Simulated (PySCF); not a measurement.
**A workflow on CH3AlO2 (SMILES O=C[O][AlH2])**

Aim: a geometry optimisation (HF/cc-pVDZ), then vibrational wavenumbers, then the energy (NEVPT2(6,6)/3-21G), then the charge distribution (B3LYP5/cc-pVDZ) of CH3AlO2. The job is set up through a Python script.

The results are computed with PySCF 2.14.0.

## Step 1: The structure to begin with

The species is CH3AlO2 (7 atoms), meant as a singlet with charge 0. As SMILES, `O=C[O][AlH2]`. The shape comes from a force field and isn't a relaxed structure. This is one conformer, not always the lowest. The run starts from this shape.

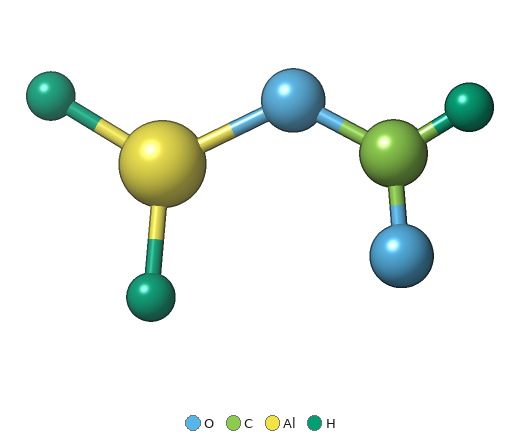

Viewed from a chosen angle; oxygen blue, carbon green, aluminium yellow, hydrogen teal.

## Step 2: A structure relaxation at HF/cc-pVDZ (sfX2C) (run 1)

job.py

```python
from pyscf import gto
from pyscf.geomopt.geometric_solver import kernel as optimise

system = gto.M(
    atom='''
O      0.278900    -1.910100     0.011300
C      0.983200    -0.994400     0.501000
O      0.645700     0.368700     0.407800
Al    -0.772400     1.063700    -0.416600
H      1.895100    -1.306600     0.987400
H     -1.098200     2.645600    -0.445600
H     -1.871100     0.065100    -1.091000
''',
    verbose=3,
    basis='cc-pvdz',
    max_memory=1860,
)

mf = system.RHF()
mf = mf.x2c()
converged, mol_eq = optimise(mf, maxsteps=100)
print('converged:', converged)
print(mol_eq.tostring())

mf.reset(mol_eq)
system = mol_eq
mf.kernel()
energy = mf.e_tot
print(f'total energy: {energy:.8f} hartree')
```

The run is started by

```sh
$ OMP_NUM_THREADS=1 python job.py
```

The program printed:

```text
maxiter                   100
[... 79 lines left out ...]
converged SCF energy = -431.820866444998
[... 225 lines left out ...]
converged SCF energy = -431.824020815503
[... 226 lines left out ...]
converged SCF energy = -431.824406497265
[... 226 lines left out ...]
converged SCF energy = -431.825709378374
[... 225 lines left out ...]
converged SCF energy = -431.844768192595
[... 213 lines left out ...]
Converged! =D
[... 1 line left out ...]
converged: True
O           0.63050420       -0.73606469       -0.74467131
C           0.87982694       -0.70174629        0.47643496
O           0.20141986        0.06968998        1.18289361
Al         -0.76200793        0.60261841       -0.43377143
H           1.66207957       -1.32306415        0.91028870
H          -0.34143526        2.03291549       -0.93789118
H          -2.20918738       -0.01234875       -0.49898334
converged SCF energy = -431.847637404792
total energy: -431.84763740 hartree
```

Wall time 5.7 min (1 thread of AMD EPYC (Zen 3), shared host); peak memory 0.2 GiB.

Steps, from the record of the run:

| step | energy from the first frame kept (eV) | largest force (eV/Å) |
| --- | --- | --- |
| 0 | 0.0000 | 6.3470 |
| 2 | -0.6638 | 0.5862 |
| 4 | -0.6657 | 0.7760 |
| 6 | -0.6816 | 0.1249 |
| 8 | -0.6824 | 0.1416 |
| 10 | -0.6833 | 0.0078 |
| 12 | -0.6835 | 0.0165 |
| 14 | -0.6839 | 0.0759 |
| 16 | -0.6885 | 0.1371 |
| 18 | -0.6914 | 0.1517 |
| 20 | -0.6957 | 0.0636 |
| 22 | -0.7024 | 0.1180 |
| 24 | -0.7151 | 0.1040 |
| 26 | -0.7425 | 0.2950 |
| 28 | -0.7293 | 1.1299 |
| 30 | -0.7960 | 0.3858 |
| 32 | -0.8284 | 1.8989 |
| 34 | -1.0240 | 1.0387 |
| 36 | -1.2051 | 1.4233 |
| 38 | -1.2516 | 1.2959 |
| 40 | -1.3144 | 0.3710 |
| 42 | -1.3255 | 0.1405 |
| 44 | -1.3259 | 0.0177 |
| 45 | -1.3259 | 0.0041 |

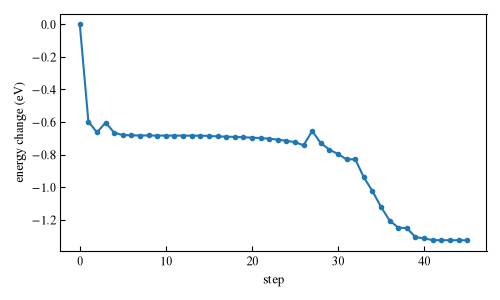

Energy along the run.

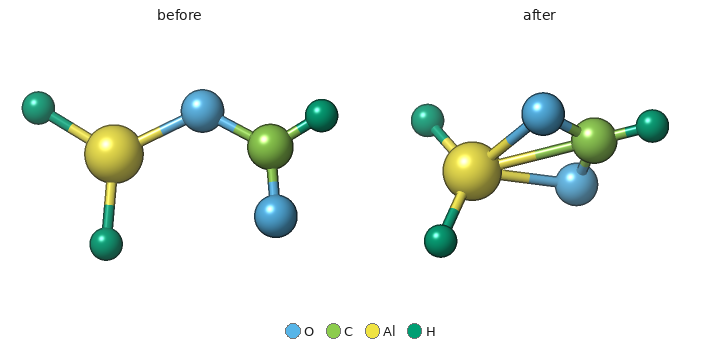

Before and after, at one scale.

After the run. Bond lengths: O1–C2 1.247 Å, C2–O3 1.247 Å, O1–Al4 1.956 Å, O3–Al4 1.956 Å, C2–H5 1.089 Å, Al4–H6 1.574 Å, Al4–H7 1.574 Å. Some angles: O1–C2–O3 117.6°, C2–O1–Al4 88.2°, C2–O3–Al4 88.2°, O1–Al4–O3 66.1°, O1–C2–H5 121.2°, O3–C2–H5 121.2°, O1–Al4–H6 112.4°, O1–Al4–H7 112.4°, O3–Al4–H6 112.4°, O3–Al4–H7 112.4°.

## Step 3: The harmonic vibrations at HF/cc-pVDZ (sfX2C) (run 2)

run.py

```python
# O=C[O][AlH2]
import numpy
from pyscf import gto, symm
from pyscf.hessian import thermo

molecule = gto.Mole()
molecule.atom = '''
O    0.597598  -0.707194  -0.751417
C    0.847132  -0.673014   0.469628
O    0.168811   0.098325   1.176312
Al  -0.794703   0.631350  -0.440578
H    1.629385  -1.294332   0.903482
H   -0.373995   2.061663  -0.944534
H   -2.241967   0.016573  -0.505748
'''
molecule.verbose = 3
molecule.max_memory = 1860
molecule.charge = 0
molecule.basis = 'cc-pvdz'
molecule.build()

hf = molecule.RHF()
hf = hf.sfx2c1e()
hf.kernel()

etot = hf.e_tot
print('E(%s) = %.9f' % ('HF', etot))
hess = hf.Hessian().kernel()
modes = thermo.harmonic_analysis(molecule, hess)
print('frequencies (1/cm)', numpy.round(modes['freq_wavenumber'], 1))
symm.geom.TOLERANCE = 1e-3  # for the symmetry number
th = thermo.thermo(hf, modes['freq_au'], 1200, 101325)
thermo.dump_thermo(molecule, th)
```

The run is started by

```sh
$ OMP_NUM_THREADS=1 python run.py
```

The program printed:

```text
converged SCF energy = -431.847637416336
E(HF) = -431.847637416
frequencies (1/cm) [ 315.6  354.   422.4  524.2  602.7  689.7  813.9  955.7 1210.9 1402.5
 1545.1 1757.5 2015.  2015.4 3323.7]
temperature 1200.0000 [K]
pressure 101325.00 [Pa]
Rotational constants [GHz] 12.52421 6.76662 4.71823
Symmetry number 2
Zero-point energy (ZPE) 0.04089 [Eh]   107354.451 [J/mol]
                           tot       elec      trans        rot        vib
Entropy [J/mol/K]       425.211      0.000    191.372    112.859    120.980
Cv [J/mol/K]            127.208      0.000     12.472     12.472    102.264
Cp [J/mol/K]            135.522      0.000     20.786     12.472    102.264
Internal energy [J/mol]                     14966.028  14966.028 182929.753
Internal energy [Eh]   -431.76656  -431.84764
Enthalpy [J/mol]                            24943.380  14966.028 182929.753
Enthalpy [Eh]          -431.76276
Gibbs free energy [J/mol]                  -204702.464 -120465.064  37753.454
Gibbs free energy [Eh] -431.95711
```

It took 75 s on 1 thread of AMD EPYC (Zen 3), shared host; peak memory 0.23 GiB.

## Step 4: A single-point energy at NEVPT2(6,6)/3-21G (density fitting) (run 3)

geometry.xyz

```xyz
7
CH3AlO2
O      0.630504    -0.736065    -0.744671
C      0.879827    -0.701746     0.476435
O      0.201420     0.069690     1.182894
Al    -0.762008     0.602618    -0.433771
H      1.662080    -1.323064     0.910289
H     -0.341435     2.032915    -0.937891
H     -2.209187    -0.012349    -0.498983
```

job.py

```python
# O=C[O][AlH2]
import numpy
from pyscf import gto, scf, mp, mcscf, mrpt
from pyscf import df

mol = gto.Mole()
mol.atom = 'geometry.xyz'
mol.spin = 0
mol.charge = 0
mol.max_memory = 1860
mol.verbose = 3
mol.basis = '3-21g'
mol.build()

mf = scf.RHF(mol)
mf = mf.density_fit(auxbasis=df.aug_etb(mol, beta=2.0))
mf.kernel()

pt = mp.MP2(scf.addons.convert_to_uhf(mf)).run()
noons, natorbs = mcscf.addons.make_natural_orbitals(pt)
print('natural occupations', numpy.round(noons[:40], 4))
cas = mcscf.CASSCF(mf, 6, 6)
cas.fix_spin_(ss=0.0)
cas.natorb = True
cas.kernel(natorbs)
e_pt2 = mrpt.NEVPT(cas).kernel()
e_final = cas.e_tot + e_pt2
print(f'total energy: {e_final:.8f} hartree')
```

The run is started by

```sh
$ OMP_NUM_THREADS=1 python job.py
```

The program printed:

```text
converged SCF energy = -428.935508866502
E(DFUMP2) = -429.309960890777  E_corr = -0.374452024275084
E(SCS-DFUMP2) = -429.302878789564  E_corr = -0.367369923061917
natural occupations [2.0000e+00 1.9999e+00 1.9999e+00 1.9999e+00 1.9999e+00 1.9997e+00
 1.9996e+00 1.9996e+00 1.9920e+00 1.9911e+00 1.9867e+00 1.9856e+00
 1.9832e+00 1.9821e+00 1.9724e+00 1.9714e+00 1.9706e+00 1.9683e+00
 1.9556e+00 5.8300e-02 3.1300e-02 2.6600e-02 2.5100e-02 1.3000e-02
 1.2500e-02 1.0700e-02 1.0100e-02 9.6000e-03 9.0000e-03 8.3000e-03
 4.3000e-03 3.3000e-03 3.1000e-03 2.6000e-03 2.5000e-03 2.3000e-03
 2.1000e-03 1.8000e-03 1.4000e-03 1.2000e-03]
CASSCF energy = -429.009727802574
CASCI E = -429.009727802574  E(CI) = -10.9400892265509  S^2 = 0.0000000
Sr    (-1)',   E = -0.00641205310825
Si    (+1)',   E = -0.00204063604591
Sijrs (0)  ,   E = -0.14296486090930
Sijr  (+1) ,   E = -0.00594442316143
Srsi  (-1) ,   E = -0.03129839745295
Srs   (-2) ,   E = -0.00570475928933
Sij   (+2) ,   E = -0.00216466829949
Sir   (0)' ,   E = -0.09588324542679
Nevpt2 Energy = -0.292413043693453
total energy: -429.30214085 hartree
```

Run time: 26 s. Hardware: 1 thread of AMD EPYC (Zen 3), shared host; peak memory 0.15 GiB.

## Step 5: The charge distribution at B3LYP5/cc-pVDZ (density fitting with cc-pvdz-jkfit) (run 4)

calc.py

```python
import numpy
from pyscf import gto, scf, dft, lo

mol = gto.M(
    atom='''
O    0.630504  -0.736065  -0.744671
C    0.879827  -0.701746   0.476435
O    0.201420   0.069690   1.182894
Al  -0.762008   0.602618  -0.433771
H    1.662080  -1.323064   0.910289
H   -0.341435   2.032915  -0.937891
H   -2.209187  -0.012349  -0.498983
''',
    basis='cc-pvdz',
    verbose=4,
    max_memory=1860,
    charge=0,
)

mf = dft.RKS(mol, xc='b3lyp5')
mf = mf.density_fit(auxbasis='cc-pvdz-jkfit')
mf.kernel()

e_final = mf.e_tot
print('Final energy', e_final)
dip = mf.dip_moment()
pop, q = mf.mulliken_pop()
quad = mf.quad_moment()
occ = mf.mo_coeff[:, mf.mo_occ > 0]
iaos = lo.vec_lowdin(lo.iao.iao(mol, occ), mf.get_ovlp())
c = iaos.T @ mf.get_ovlp() @ occ
pop_iao, q_iao = scf.hf.mulliken_pop(lo.iao.reference_mol(mol), (c * mf.mo_occ[mf.mo_occ > 0]) @ c.T, numpy.eye(c.shape[0]), verbose=0)
print('IAO charges', numpy.round(q_iao, 4))
```

The run is started by

```sh
$ OMP_NUM_THREADS=1 python calc.py
```

The program printed:

```text
PySCF version 2.14.0

[... 81 lines left out ...]
converged SCF energy = -432.734286787653
Final energy -432.7342867876529
Dipole moment(X, Y, Z, Debye):  1.03364, -0.82072,  0.57405
[... 86 lines left out ...]
IAO charges [-0.5015  0.4144 -0.5016  0.8528  0.1605 -0.2123 -0.2123]
```

It took 11 s on 1 thread of AMD EPYC (Zen 3), shared host; peak memory 0.34 GiB.

Atomic charges (e):

| atom | Mulliken | IAO |
| --- | --- | --- |
| O1 | -0.317 | -0.501 |
| C2 | +0.386 | +0.414 |
| O3 | -0.317 | -0.502 |
| Al4 | +0.471 | +0.853 |
| H5 | +0.031 | +0.161 |
| H6 | -0.127 | -0.212 |
| H7 | -0.127 | -0.212 |

## Step 6: Results

| quantity | value |
| --- | --- |
| run 1, HF/cc-pVDZ: total energy at the end | -431.84764 Eh |
| run 1, HF/cc-pVDZ: dipole moment | 1.77 D |
| run 1, HF/cc-pVDZ: HOMO energy | -11.66 eV |
| run 1, HF/cc-pVDZ: LUMO energy | 2.61 eV |
| run 1, HF/cc-pVDZ: HOMO–LUMO gap | 14.27 eV |
| run 2, HF/cc-pVDZ: lowest harmonic wavenumber | 316 cm⁻¹ |
| run 2, HF/cc-pVDZ: highest harmonic wavenumber | 3324 cm⁻¹ |
| run 2, HF/cc-pVDZ: zero-point energy | 107.4 kJ/mol |
| run 2, HF/cc-pVDZ: ideal-gas entropy at 1200 K (symmetry number 2 as used) | 101.6 cal/(mol K) |
| run 3, NEVPT2(6,6)/3-21G: total energy | -429.30214 Eh |
| run 3, NEVPT2(6,6)/3-21G: dipole moment (Hartree–Fock density) | 1.61 D |
| run 3, NEVPT2(6,6)/3-21G: HOMO energy (Hartree–Fock orbitals) | -11.73 eV |
| run 3, NEVPT2(6,6)/3-21G: LUMO energy (Hartree–Fock orbitals) | 2.91 eV |
| run 3, NEVPT2(6,6)/3-21G: HOMO–LUMO gap (Hartree–Fock orbitals) | 14.64 eV |
| run 4, B3LYP5/cc-pVDZ: total energy | -432.73429 Eh |
| run 4, B3LYP5/cc-pVDZ: dipole moment | 1.44 D |
| run 4, B3LYP5/cc-pVDZ: HOMO energy | -8.19 eV |
| run 4, B3LYP5/cc-pVDZ: LUMO energy | -0.67 eV |
| run 4, B3LYP5/cc-pVDZ: HOMO–LUMO gap | 7.52 eV |

**Reading.** The optimisation (run 1, HF/cc-pVDZ) took 45 steps and changed the energy by -1.326 eV. Bonds broke or formed on the way. All 15 modes (run 2, HF/cc-pVDZ) are real, so the shape is a minimum at this level. Mulliken charges (run 2, HF/cc-pVDZ) run from -0.51 on O3 to +0.76 on Al4. Mulliken charges (run 3, NEVPT2(6,6)/3-21G) of the mean-field density run from -0.72 on O3 to +1.06 on Al4; they depend strongly on the basis. Mulliken charges (run 4, B3LYP5/cc-pVDZ) run from -0.32 on O1 to +0.47 on Al4; they depend strongly on the basis.
